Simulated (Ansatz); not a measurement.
## WSi2: response to strain

The reference is WSi2 (space group I4/mmm, No. 139; a = 3.229 Å, c = 7.870 Å; relaxed with 0.1 eV smearing). Axes: x, y, z lie along a, b, c of the conventional cell.

Strains are applied to the cell and any free atomic positions relax; under biaxial strain the out-of-plane vector relaxes too.

Computed with PBE (Ansatz, a program for electronic structure), no SOC, earlier PAW set.

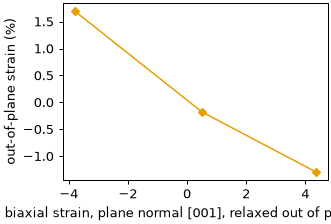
Out-of-plane strain against biaxial strain, plane normal [001], relaxed out of plane

Q: From the plot, what is the out-of-plane strain for biaxial strain −3.80 %, plane normal [001], relaxed out of plane?

A: About 1.7 %.

Q: Is the trend monotonic over the range shown?

A: Yes, it falls throughout, spanning -1.29 % to +1.70 %.

No phonon test of stability was made. The final runs are not spin-polarised.
